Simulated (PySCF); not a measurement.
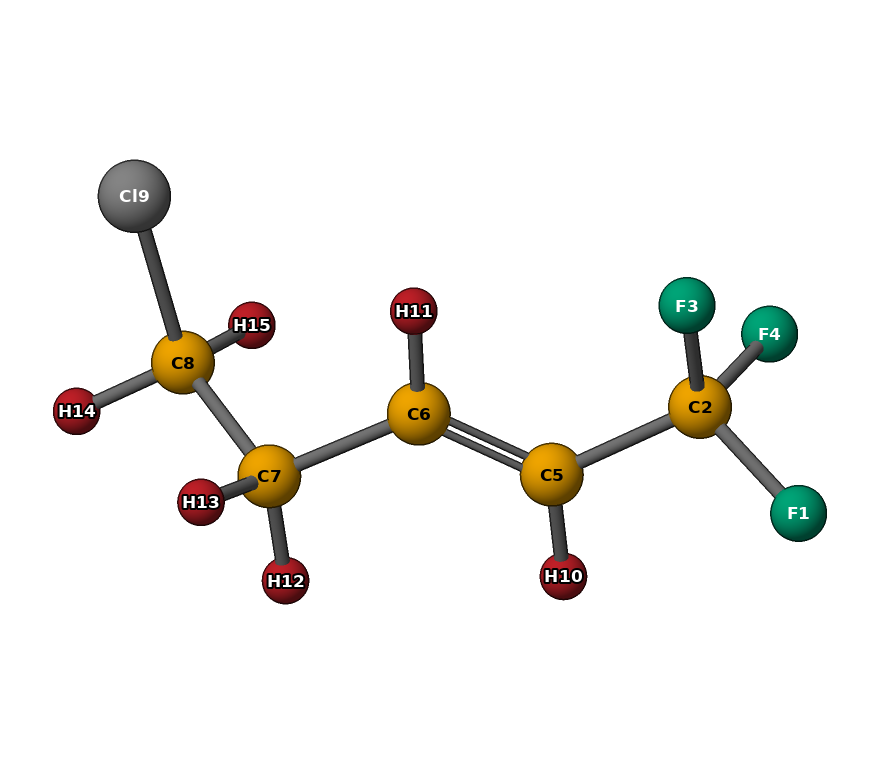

The questions are on isotropic NMR shieldings of the H atoms. The computed structure is the end point of a GFN2-xTB optimisation. No frequency run is at hand to confirm it as a minimum. Level of theory: GIAO PBE0/pcSseg-1 NMR shielding, non-relativistic, gas phase (PySCF 2.14.0).

Give the isotropic NMR shieldings of the H atoms atom by atom.

| atom | σ (ppm) |
| --- | --- |
| H10 | 25.90 |
| H11 | 24.43 |
| H12 | 29.35 |
| H13 | 29.03 |
| H14 | 27.80 |
| H15 | 28.25 |
